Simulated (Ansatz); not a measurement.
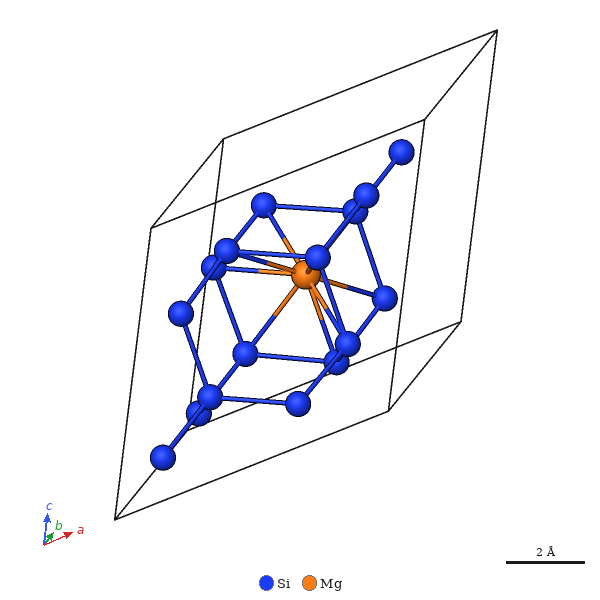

Crystal structure, ball-and-stick style, seen slightly off an axis. The wireframe shows the supercell. The host is Si, in a cell of 16 sites, and the cell carries a charge of +2.

What kind of defect was put in?

Answer. An interstitial magnesium atom. It is bonded to ten Si at about 2.4 to 2.8 Å.

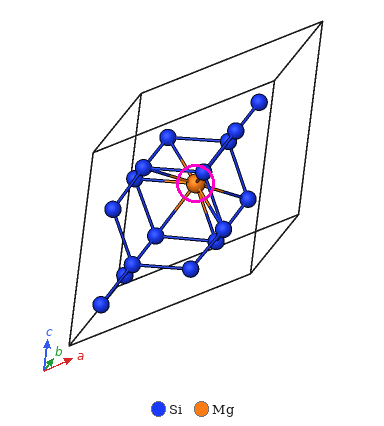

The same cell with a ring at the defect's site.

The atoms were relaxed in the host's cell with DFT PBE, scalar-relativistic, plane waves, PAW (Ansatz 0.2.0).
